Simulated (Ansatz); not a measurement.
Input

```
crystal:
  periodic: [false, false, false]
  atoms:
    - { symbol: Al, position_ang: [-0.09456, -0.187187, 0.161659] }
    - { symbol: "N", position_ang: [-0.18894, -0.236274, 2.038352] }
    - { symbol: H, position_ang: [-1.023366, -0.510806, 2.562065] }
    - { symbol: H, position_ang: [0.652933, -0.424015, 2.589403] }
    - { symbol: O, position_ang: [1.513395, -0.06814, -0.43168] }
    - { symbol: H, position_ang: [1.726225, 0.126125, -1.355818] }
    - { symbol: "N", position_ang: [-1.559913, -0.449629, -0.814782] }
    - { symbol: H, position_ang: [-2.495124, -0.578914, -0.423739] }
    - { symbol: H, position_ang: [-1.635643, -0.252798, -1.814841] }
    - { symbol: Br, position_ang: [-0.329369, 3.295836, 1.07875] }
    - { symbol: H, position_ang: [-0.269939, 2.0007, 1.86843] }
basis:
  gaussian: { orbitals: def2-SVP }
hamiltonian:
  xc: pbe
relax:
  f_tol: 0.03
  max_steps: 50
output:
  orbitals: {}
```

Launched as:

```sh
ansatz run input.yaml --threads 4 --pin off --max-ram 5120MiB --backend cpu --events-out ev --progress --plain --runs-dir out
```

The fields are those of the run's last geometry, not of the input's.

Theory: Ansatz 0.2.0, RKS PBE/def2-SVP.

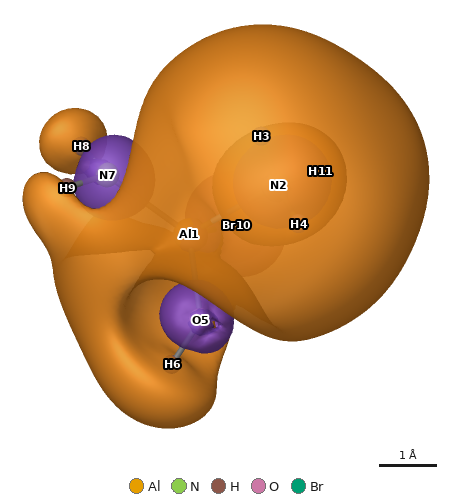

AlBrH6N2O. One frontier orbital at ±0.05 Å⁻³ᐟ² (orange and purple are the two phases), seen at a tilt.

> Which orbital is it: HOMO or LUMO?

The LUMO, at −0.38 eV. It lies mainly on N2 (about 20 %), H3 (about 15 %), Al1 (about 15 %), H4 (about 15 %) and H11 (about 15 %).
